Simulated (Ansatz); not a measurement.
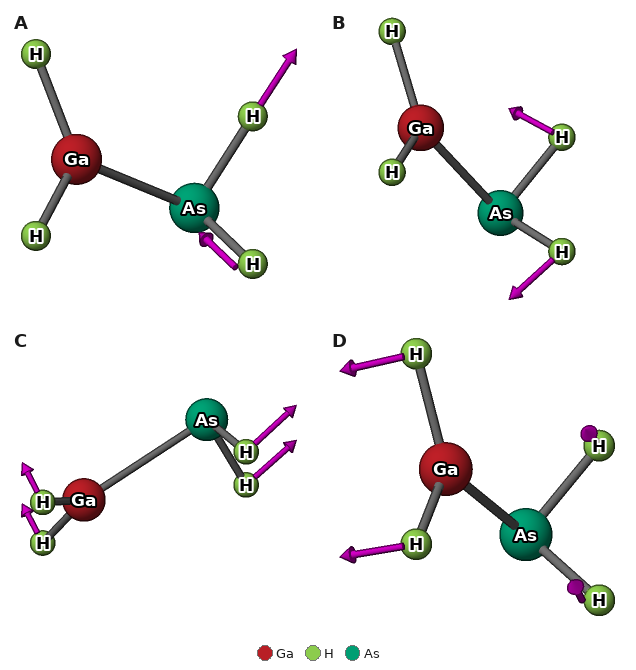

4 normal modes of one molecule or complex, as arrows. Harmonic vibrations computed with RKS PBE0-D4/def2-TZVP (Ansatz 0.2.0) at a stationary point of the same level.

### Match the panels to the wavenumbers 425 cm⁻¹, 614 cm⁻¹, 984 cm⁻¹, 2228 cm⁻¹.

A: 2228 cm⁻¹, out-of-phase stretching of 2 As–H bonds
B: 984 cm⁻¹, H–As–H bending
C: 425 cm⁻¹, Ga–As–H bending
D: 614 cm⁻¹
